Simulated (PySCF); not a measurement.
**Mending a single-point calculation on SiAs**

System: SiAs, multiplicity 2.
Method of the first run: ROKS-wb97x/def2-svp, gradient (PySCF 2.14.0).

Some settings of this run were made unusual or wrong on purpose. Text and figures count atoms from 1; the logs count them from 0 in places.

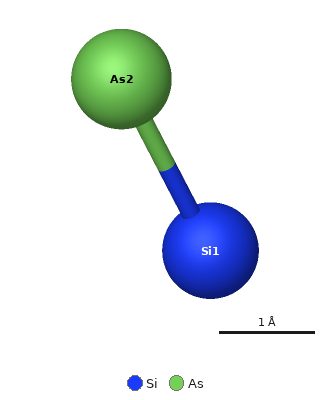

Fig. 1: The input geometry (ball-and-stick view, seen at an oblique angle; atoms are numbered from 1 in the order of the input).

### The input, the first run
```python
from pyscf import gto, dft

mol = gto.M(
    atom='Si 0 0 0; As 0 0 2.29',
    basis='def2-svp',
    charge=0,
    spin=1,
    verbose=4,
)
mf = dft.ROKS(mol, xc='wb97x')
mf = mf.density_fit(auxbasis='def2-universal-jkfit')
mf.conv_tol = 0.001
mf.kernel()
g = mf.nuc_grad_method()
g.grid_response = True
g.kernel()
mf.dip_moment()
print('orbital energies (hartree):', mf.mo_energy[..., max(0, mol.nelec[1]-3):mol.nelec[0]+3].round(4))
```

Launched with:
```bash
OMP_NUM_THREADS=1 python input.py
```

Hardware: 1 CPU thread, shared host.

### Output (the first run)
```
PySCF version 2.14.0

[INPUT] verbose = 4
[INPUT] num. atoms = 2
[INPUT] num. electrons = 47
[INPUT] charge = 0
[INPUT] spin (= nelec alpha-beta = 2S) = 1
[INPUT] symmetry False subgroup None
[INPUT] Mole.unit = angstrom
[INPUT] Symbol           X                Y                Z      unit          X                Y                Z       unit  Magmom
[INPUT]  1 Si     0.000000000000   0.000000000000   0.000000000000 AA    0.000000000000   0.000000000000   0.000000000000 Bohr   0.0
[INPUT]  2 As     0.000000000000   0.000000000000   2.290000000000 AA    0.000000000000   0.000000000000   4.327472825254 Bohr   0.0

nuclear repulsion = 106.759769189974
number of shells = 20
number of NR pGTOs = 110
number of NR cGTOs = 50
basis = def2-svp
ecp = {}

******** <class 'pyscf.df.df_jk.DFROKS'> ********
method = DFROKS
initial guess = minao
damping factor = 0
level_shift factor = 0
DIIS = <class 'pyscf.scf.diis.CDIIS'>
diis_start_cycle = 1
diis_space = 8
diis_damp = 0
SCF conv_tol = 0.001
SCF conv_tol_grad = None
SCF max_cycles = 50
direct_scf = False
num. doubly occ = 23  num. singly occ = 1
XC library pyscf.dft.libxc version 7.0.0
    S. Lehtola, C. Steigemann, M. J.T. Oliveira, and M. A.L. Marques.,  SoftwareX 7, 1–5 (2018)
XC functionals = wb97x
    J.-D. Chai and M. Head-Gordon.,  J. Chem. Phys. 128, 084106 (2008)
radial grids:
    Treutler-Ahlrichs [JCP 102, 346 (1995); DOI:10.1063/1.469408] (M4) radial grids

becke partition: Becke, JCP 88, 2547 (1988); DOI:10.1063/1.454033
pruning grids: <function nwchem_prune>
grids dens level: 3
symmetrized grids: False
atomic radii adjust function: <function treutler_atomic_radii_adjust>
small_rho_cutoff = 0
Set gradient conv threshold to 0.0316228
tot grids = 39608
******** <class 'pyscf.df.df.DF'> ********
auxbasis = def2-universal-jkfit
Create RSH-DF object <pyscf.df.df.DF object> for omega=0.3
******** <class 'pyscf.df.df.DF'> ********
auxbasis = auxmol.basis = def2-universal-jkfit
init E= -2524.00523063546
  HOMO = -0.232937156794621  LUMO = -0.0645220473723222  gap/eV = 4.58281
cycle= 1 E= -2524.83429541571  delta_E= -0.829  |g|= 0.357  |ddm|= 1.17
  HOMO = -0.241265342504648  LUMO = -0.0398826728257648  gap/eV = 5.47990
cycle= 2 E= -2524.64135401165  delta_E= 0.193  |g|= 0.724  |ddm|= 1.13
  HOMO = -0.241339394081867  LUMO = -0.0282074859496696  gap/eV = 5.79961
cycle= 3 E= -2524.91592213463  delta_E= -0.275  |g|= 0.0749  |ddm|= 0.727
  HOMO = -0.236930834956801  LUMO = -0.0213974766496563  gap/eV = 5.86496
cycle= 4 E= -2524.91678910579  delta_E= -0.000867  |g|= 0.0164  |ddm|= 0.0375
  HOMO = -0.235921598977455  LUMO = -0.0183267684642583  gap/eV = 5.92106
Extra cycle  E= -2524.91680485414  delta_E= -1.57e-05  |g|= 0.0207  |ddm|= 0.0415
converged SCF energy = -2524.91680485414

******** <class 'pyscf.df.grad.roks.Gradients'> for <class 'pyscf.df.df_jk.DFROKS'> ********
unit = Eh/Bohr
grid_response = True
--------------- DFROKS gradients ---------------
         x                y                z
0 Si    -0.0000000000    -0.0000000000    -0.0758900995
1 As     0.0000000000     0.0000000000     0.0758900905
----------------------------------------------
Dipole moment(X, Y, Z, Debye):  0.00000,  0.00000, -1.52961
orbital energies (hartree): [-0.5146 -0.3084 -0.3084 -0.2359 -0.0183 -0.0183  0.1176]
```

**What went wrong, and how is the input to be mended?**

Some settings of this run were drawn to be unusual or wrong. It converged; results that depend on the unusual settings are not reference values.

A run of the same system that converges differs from this input as follows (lines with − go, lines with + come):
```diff
-mf.conv_tol = 0.001
```

### Output, shortened to warnings, some set-up lines, iterations and results (the second run)
```
[...]
cycle= 1 E= -2524.83429541571  delta_E= -0.829  |g|= 0.357  |ddm|= 1.17
cycle= 2 E= -2524.64135401165  delta_E= 0.193  |g|= 0.724  |ddm|= 1.13
cycle= 3 E= -2524.91592213463  delta_E= -0.275  |g|= 0.0749  |ddm|= 0.727
cycle= 4 E= -2524.91678910579  delta_E= -0.000867  |g|= 0.0164  |ddm|= 0.0375
cycle= 5 E= -2524.91695316387  delta_E= -0.000164  |g|= 0.00264  |ddm|= 0.0287
cycle= 6 E= -2524.91696566531  delta_E= -1.25e-05  |g|= 0.000774  |ddm|= 0.0101
cycle= 7 E= -2524.91696641458  delta_E= -7.49e-07  |g|= 0.000253  |ddm|= 0.00197
cycle= 8 E= -2524.91696649035  delta_E= -7.58e-08  |g|= 7.8e-05  |ddm|= 0.000472
cycle= 9 E= -2524.91696651236  delta_E= -2.2e-08  |g|= 2.04e-05  |ddm|= 0.000394
cycle= 10 E= -2524.9169665145  delta_E= -2.14e-09  |g|= 6.87e-06  |ddm|= 0.000132
cycle= 11 E= -2524.91696651478  delta_E= -2.76e-10  |g|= 1.67e-06  |ddm|= 6.09e-05
  HOMO = -0.235684459443934  LUMO = -0.0183225143655551  gap/eV = 5.91472
Extra cycle  E= -2524.91696651478  delta_E= 9.09e-13  |g|= 2.1e-06  |ddm|= 5.55e-06
converged SCF energy = -2524.91696651478

******** <class 'pyscf.df.grad.roks.Gradients'> for <class 'pyscf.df.df_jk.DFROKS'> ********
unit = Eh/Bohr
grid_response = True
--------------- DFROKS gradients ---------------
         x                y                z
0 Si     0.0000000000    -0.0000000000    -0.0756639877
1 As    -0.0000000000    -0.0000000000     0.0756639865
----------------------------------------------
Dipole moment(X, Y, Z, Debye):  0.00000,  0.00000, -1.20160
orbital energies (hartree): [-0.5149 -0.3077 -0.3077 -0.2357 -0.0183 -0.0183  0.118 ]
```

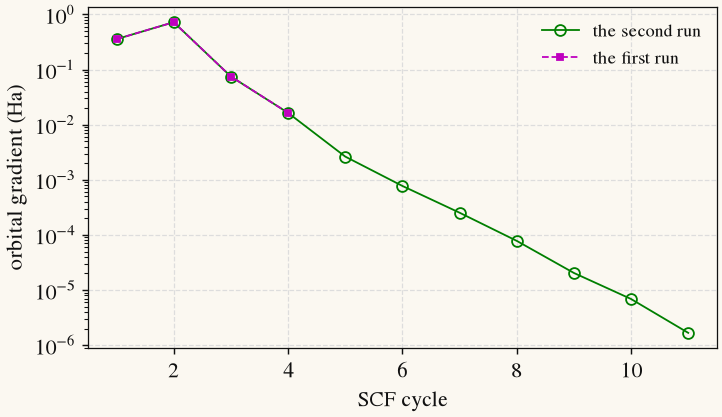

Fig. 2: Convergence of the two runs: orbital gradient against the SCF cycle. The second run takes 11 cycles in all, and the first run takes 4.

### The two runs side by side

| quantity | the first run | the second run |
| --- | --- | --- |
| outcome | converged | converged |
| SCF energy (hartree) | −2524.916805 | −2524.916967 |
| dipole moment (D) | 1.53 | 1.20 |
| SCF iterations | 4 | 11 |
| wall time (shared host) | 4.8 s | 6.3 s |

The second run ends 0.10 kcal/mol lower: the change has altered the solution reached or how tightly it is converged. The dipole moment goes from 1.53 to 1.20 D. The SCF takes 11 iterations against 4.
